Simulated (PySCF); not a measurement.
# C6H14B2: the cost of one run

Programs: PySCF 2.14.0, with routines of our own; each step states its level. All values are computed. Atoms count from 0.

### Step 1. The system as given

22 atoms, charge 0, multiplicity 1; geometry from: GFN2-xTB.

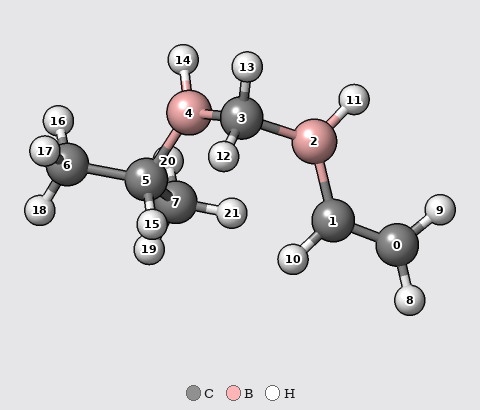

The starting geometry (carbon grey, boron pink, hydrogen white).

### Step 2. Relaxing the molecule at PBE0-D3(BJ)/def2-SVP

The job: settings as JSON, then the geometry in Å.

```
{"job": {"xc": "PBE0", "basis": "def2-SVP", "d3": "d3bj", "grid": 1, "kind": "geom"}, "charge": 0, "multiplicity": 1}
C      3.291325    -0.823871    -1.302301
C      2.299788    -0.597598    -0.440657
B      1.888065     0.810190     0.057148
C      0.897832     0.953111     1.275576
B     -0.541598     1.053108     0.655584
C     -1.385444    -0.253108     0.328204
C     -2.805765    -0.190884     0.905556
C     -1.464477    -0.409586    -1.199861
H      3.581537    -1.815148    -1.619149
H      3.866798    -0.012249    -1.719876
H      1.777375    -1.468847    -0.056527
H      2.311885     1.762888    -0.479537
H      0.978016     0.084434     1.928401
H      1.130548     1.853298     1.842859
H     -0.989100     2.099819     0.372854
H     -0.913103    -1.160547     0.720761
H     -3.330635     0.686378     0.533562
H     -2.773166    -0.133100     1.991697
H     -3.375248    -1.076396     0.626025
H     -1.999642    -1.321096    -1.462699
H     -1.988785     0.435103    -1.641566
H     -0.466617    -0.456513    -1.632690
```

The run is started by

```console
> OMP_NUM_THREADS=1 python excited_run.py task.json out
```

This one command runs all jobs of the session in turn.

**Question.** How long does this first job take on 1 thread of INTEL XEON PLATINUM 8581C at 2.10GHz, shared host, and how much memory does it need?

About 93 s, with a peak of 0.76 GiB.
